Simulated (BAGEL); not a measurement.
# One shape, several levels: C2H10OSi2 (SMILES C[SiH2]O[SiH2]C)

Wanted: a comparison of 3 runs (B3LYP/6-31G*, PBE0/6-31G*, RI-MP2/6-31G*) of C2H10OSi2. 

The results are computed with BAGEL 1.2.2.

1 further run of the same task is left out (set aside as unsound or not needed).

## 1. Starting point

The species is C2H10OSi2 (15 atoms), meant as a singlet with charge 0. As SMILES, `C[SiH2]O[SiH2]C`. The coordinates come from a PBE0-D4/def2-TZVP relaxation. This is one conformer, not always the lowest.

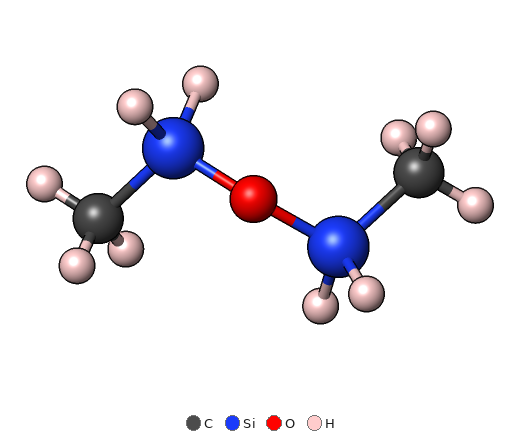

The structure, seen from a chosen angle (carbon dark grey, silicon blue, oxygen red, hydrogen pink).

## 2. The energy at B3LYP/6-31G(d) (density fitting with cc-pvqz-jkfit, spherical functions) (run 1)

File calc.json:

```json
{ "bagel" : [

{
  "title" : "molecule",
  "basis" : "6-31gs.json",
  "df_basis" : "cc-pvqz-jkfit",
  "angstrom" : true,
  "geometry" : [
    { "atom" : "C", "xyz" : [      -2.625720,       0.310300,      -0.248710 ] },
    { "atom" : "Si", "xyz" : [      -1.173950,      -0.669330,      -0.875010 ] },
    { "atom" : "O", "xyz" : [       0.204290,       0.210220,      -0.800740 ] },
    { "atom" : "Si", "xyz" : [       1.347440,       0.853310,       0.178220 ] },
    { "atom" : "C", "xyz" : [       2.479970,      -0.466230,       0.838180 ] },
    { "atom" : "H", "xyz" : [      -2.484490,       0.598240,       0.795950 ] },
    { "atom" : "H", "xyz" : [      -2.766780,       1.219460,      -0.837920 ] },
    { "atom" : "H", "xyz" : [      -3.541630,      -0.283550,      -0.315050 ] },
    { "atom" : "H", "xyz" : [      -1.013500,      -1.909330,      -0.062520 ] },
    { "atom" : "H", "xyz" : [      -1.378520,      -1.057260,      -2.294720 ] },
    { "atom" : "H", "xyz" : [       2.111540,       1.845700,      -0.621250 ] },
    { "atom" : "H", "xyz" : [       0.686300,       1.563810,       1.310310 ] },
    { "atom" : "H", "xyz" : [       1.926560,      -1.199290,       1.430200 ] },
    { "atom" : "H", "xyz" : [       2.981860,      -0.993370,       0.023410 ] },
    { "atom" : "H", "xyz" : [       3.246620,      -0.022690,       1.479650 ] }
  ]
},

{
  "title" : "ks",
  "xc_func" : "b3lyp"
},

{
  "title" : "print",
  "file" : "orbitals.molden",
  "orbitals" : true
}

]}
```

The basis set 6-31G* is read from a file made from the Basis Set Exchange's data (not shown).

Run with:

```sh
BAGEL_NUM_THREADS=1 BAGEL calc.json > calc.out
```

Output:

```text
* using 1 threads per process

  ===============================================================
  ===============================================================

  *** Geometry ***

  { "atom" : "C", "xyz" : [     -4.961892,      0.586382,     -0.469994 ] },
  { "atom" : "Si", "xyz" : [     -2.218444,     -1.264850,     -1.653529 ] },
  { "atom" : "O", "xyz" : [      0.386052,      0.397258,     -1.513179 ] },
  { "atom" : "Si", "xyz" : [      2.546293,      1.612522,      0.336787 ] },
  { "atom" : "C", "xyz" : [      4.686464,     -0.881047,      1.583931 ] },
  { "atom" : "H", "xyz" : [     -4.695006,      1.130510,      1.504128 ] },
[... 7 lines of this table left out ...]
  { "atom" : "H", "xyz" : [      5.634899,     -1.877197,      0.044238 ] },
  { "atom" : "H", "xyz" : [      6.135223,     -0.042878,      2.796133 ] },

  Number of auxiliary basis functions:     1124

  Since a DF basis is specified, we compute 2- and 3-index integrals:
    o Being stored without compression. Storage requirement is 0.086 GB

  Number of basis functions:       98
  Number of electrons      :       58

    * METHOD: MOLECULE                             1.96

  *** Kohn-Sham DFT ***

    * Removing 28823 points whose weight is below 1.00e-10
    * Grid points: 194767

  === Nuclear Repulsion ===
   301.8672865290

       - DIIS with orbital gradients will be used.

  === KS iteration (b3lyp / 6-31gs.json) ===
      0       -650.42332752          0.18124693           1.13
      1       -579.50205341          0.21140406           1.13
      2       -637.07256975          0.18043949           1.12
      3       -710.41347301          0.10467729           1.15
      4       -725.82844547          0.08447895           1.14
      5       -733.87763497          0.04433317           1.15
[... 11 lines of this table left out ...]
     17       -736.53545314          0.00000007           1.08
     18       -736.53545314          0.00000001           1.10
    * SCF iteration converged.

    * Permanent dipole moment:
           (    0.085510,     0.088949,    -0.338084) a.u.

    * METHOD: KS                                  23.04

    * METHOD: PRINT                                0.02

  ===============================================================
```

Wall time 25 s (1 thread of Arm Neoverse V1, shared host); peak memory 0.92 GiB.

## 3. The energy at PBE0/6-31G(d) (density fitting with cc-pvqz-jkfit, spherical functions) (run 2)

File calc.json:

```json
{ "bagel" : [

{
  "title" : "molecule",
  "basis" : "6-31gs.json",
  "df_basis" : "cc-pvqz-jkfit",
  "angstrom" : "true",
  "geometry" : [
    { "atom" : "C", "xyz" : [   -2.625720,    0.310300,   -0.248710 ] },
    { "atom" : "Si", "xyz" : [   -1.173950,   -0.669330,   -0.875010 ] },
    { "atom" : "O", "xyz" : [    0.204290,    0.210220,   -0.800740 ] },
    { "atom" : "Si", "xyz" : [    1.347440,    0.853310,    0.178220 ] },
    { "atom" : "C", "xyz" : [    2.479970,   -0.466230,    0.838180 ] },
    { "atom" : "H", "xyz" : [   -2.484490,    0.598240,    0.795950 ] },
    { "atom" : "H", "xyz" : [   -2.766780,    1.219460,   -0.837920 ] },
    { "atom" : "H", "xyz" : [   -3.541630,   -0.283550,   -0.315050 ] },
    { "atom" : "H", "xyz" : [   -1.013500,   -1.909330,   -0.062520 ] },
    { "atom" : "H", "xyz" : [   -1.378520,   -1.057260,   -2.294720 ] },
    { "atom" : "H", "xyz" : [    2.111540,    1.845700,   -0.621250 ] },
    { "atom" : "H", "xyz" : [    0.686300,    1.563810,    1.310310 ] },
    { "atom" : "H", "xyz" : [    1.926560,   -1.199290,    1.430200 ] },
    { "atom" : "H", "xyz" : [    2.981860,   -0.993370,    0.023410 ] },
    { "atom" : "H", "xyz" : [    3.246620,   -0.022690,    1.479650 ] }
  ]
},
{ "title" : "ks", "xc_func" : "pbe0" },
{ "title" : "print", "file" : "orbitals.molden", "orbitals" : "true" }

]}
```

The basis set 6-31G* is read from a file made from the Basis Set Exchange's data (not shown).

Run with:

```sh
BAGEL_NUM_THREADS=1 BAGEL calc.json > calc.out
```

Output:

```text
* using 1 threads per process

  ===============================================================
  ===============================================================

  *** Geometry ***

  { "atom" : "C", "xyz" : [     -4.961892,      0.586382,     -0.469994 ] },
  { "atom" : "Si", "xyz" : [     -2.218444,     -1.264850,     -1.653529 ] },
  { "atom" : "O", "xyz" : [      0.386052,      0.397258,     -1.513179 ] },
  { "atom" : "Si", "xyz" : [      2.546293,      1.612522,      0.336787 ] },
  { "atom" : "C", "xyz" : [      4.686464,     -0.881047,      1.583931 ] },
  { "atom" : "H", "xyz" : [     -4.695006,      1.130510,      1.504128 ] },
[... 7 lines of this table left out ...]
  { "atom" : "H", "xyz" : [      5.634899,     -1.877197,      0.044238 ] },
  { "atom" : "H", "xyz" : [      6.135223,     -0.042878,      2.796133 ] },

  Number of auxiliary basis functions:     1124

  Since a DF basis is specified, we compute 2- and 3-index integrals:
    o Being stored without compression. Storage requirement is 0.086 GB

  Number of basis functions:       98
  Number of electrons      :       58

    * METHOD: MOLECULE                             1.99

  *** Kohn-Sham DFT ***

    * Removing 28823 points whose weight is below 1.00e-10
    * Grid points: 194767

  === Nuclear Repulsion ===
   301.8672865290

       - DIIS with orbital gradients will be used.

  === KS iteration (pbe0 / 6-31gs.json) ===
      0       -650.05752287          0.18104083           1.10
      1       -628.83966894          0.18703420           1.10
      2       -633.64687783          0.17799991           1.10
      3       -709.57429144          0.10691677           1.10
      4       -730.85786834          0.07626458           1.08
      5       -735.91593283          0.01358579           1.11
[... 9 lines of this table left out ...]
     15       -736.05837733          0.00000003           1.13
     16       -736.05837733          0.00000001           1.14
    * SCF iteration converged.

    * Permanent dipole moment:
           (    0.087394,     0.090865,    -0.345425) a.u.

    * METHOD: KS                                  20.90

    * METHOD: PRINT                                0.03

  ===============================================================
```

Run time: 23 s. Hardware: 1 thread of Arm Neoverse V1, shared host; peak memory 0.92 GiB.

## 4. The energy at RI-MP2/6-31G(d) (density fitting with cc-pvqz-jkfit, spherical functions) (run 3)

File calc.json:

```json
{ "bagel" : [

{
  "title" : "molecule",
  "basis" : "6-31gs.json",
  "df_basis" : "cc-pvqz-jkfit",
  "angstrom" : true,
  "geometry" : [
    { "atom" : "C", "xyz" : [      -2.625720,       0.310300,      -0.248710 ] },
    { "atom" : "Si", "xyz" : [      -1.173950,      -0.669330,      -0.875010 ] },
    { "atom" : "O", "xyz" : [       0.204290,       0.210220,      -0.800740 ] },
    { "atom" : "Si", "xyz" : [       1.347440,       0.853310,       0.178220 ] },
    { "atom" : "C", "xyz" : [       2.479970,      -0.466230,       0.838180 ] },
    { "atom" : "H", "xyz" : [      -2.484490,       0.598240,       0.795950 ] },
    { "atom" : "H", "xyz" : [      -2.766780,       1.219460,      -0.837920 ] },
    { "atom" : "H", "xyz" : [      -3.541630,      -0.283550,      -0.315050 ] },
    { "atom" : "H", "xyz" : [      -1.013500,      -1.909330,      -0.062520 ] },
    { "atom" : "H", "xyz" : [      -1.378520,      -1.057260,      -2.294720 ] },
    { "atom" : "H", "xyz" : [       2.111540,       1.845700,      -0.621250 ] },
    { "atom" : "H", "xyz" : [       0.686300,       1.563810,       1.310310 ] },
    { "atom" : "H", "xyz" : [       1.926560,      -1.199290,       1.430200 ] },
    { "atom" : "H", "xyz" : [       2.981860,      -0.993370,       0.023410 ] },
    { "atom" : "H", "xyz" : [       3.246620,      -0.022690,       1.479650 ] }
  ]
},

{
  "title" : "hf"
},

{
  "title" : "mp2",
  "ncore" : 13
}

]}
```

The basis set 6-31G* is read from a file made from the Basis Set Exchange's data (not shown).

Run with:

```sh
BAGEL_NUM_THREADS=1 BAGEL calc.json > calc.out
```

Output:

```text
* using 1 threads per process

  ===============================================================
  ===============================================================

  *** Geometry ***

  { "atom" : "C", "xyz" : [     -4.961892,      0.586382,     -0.469994 ] },
  { "atom" : "Si", "xyz" : [     -2.218444,     -1.264850,     -1.653529 ] },
  { "atom" : "O", "xyz" : [      0.386052,      0.397258,     -1.513179 ] },
[... 11 lines of this table left out ...]
  { "atom" : "H", "xyz" : [      6.135223,     -0.042878,      2.796133 ] },

  Number of auxiliary basis functions:     1124

  Since a DF basis is specified, we compute 2- and 3-index integrals:
    o Being stored without compression. Storage requirement is 0.086 GB

  Number of basis functions:       98
  Number of electrons      :       58

    * METHOD: MOLECULE                             1.98

  *** RHF ***

  === Nuclear Repulsion ===
   301.8672865290

      * DIIS with orbital gradients will be used.

  === RHF iteration (6-31gs.json) ===
      0       -734.11664127          0.01713079           0.41
      1       -734.27872528          0.01049706           0.40
      2       -734.35182174          0.00163246           0.41
[... 8 lines of this table left out ...]
     11       -734.35439906          0.00000000           0.41
    * SCF iteration converged.

    * Permanent dipole moment:
           (    0.085146,     0.088068,    -0.335209) a.u.

    * METHOD: HF                                   5.54

  *** RHF ***

  === Nuclear Repulsion ===
   301.8672865290

      * DIIS with orbital gradients will be used.

  === RHF iteration (6-31gs.json) ===
      0       -734.35439906          0.00000000           0.41
    * SCF iteration converged.

    * Permanent dipole moment:
           (    0.085146,     0.088068,    -0.335209) a.u.

  === DF-MP2 calculation ===

    * freezing 13 orbitals
    * 3-index integral transformation done
    * assembly done

      MP2 correlation energy:   -0.5921640356      0.22

      MP2 total energy:       -734.9465630976

    * METHOD: MP2                                  1.09

  ===============================================================
```

It took 9 s on 1 thread of Arm Neoverse V1, shared host; peak memory 0.31 GiB.

## 5. Overview of the runs

```csv
run,level,frozen core orbitals,energy (Eh),dipole moment (D),HOMO energy (eV),LUMO energy (eV),wall time
1,"B3LYP/6-31G* (density fitting with cc-pvqz-jkfit, spherical functions)",–,-736.535453,0.91,-7.82,0.83,25 s
2,"PBE0/6-31G* (density fitting with cc-pvqz-jkfit, spherical functions)",–,-736.058377,0.93,-8.09,1.00,23 s
3,"RI-MP2/6-31G* (density fitting with cc-pvqz-jkfit, spherical functions)",13,-734.946563,–,–,–,9 s
```

## 6. Summary of results

| quantity | value |
| --- | --- |
| run 3: total energy | -734.94656 Eh |
| run 3: correlation energy (13 core orbitals frozen) | -592.2 mEh |

What this shows: Totals of different functionals can't be ranked against each other. All runs together took 57 s, the longest 25 s.
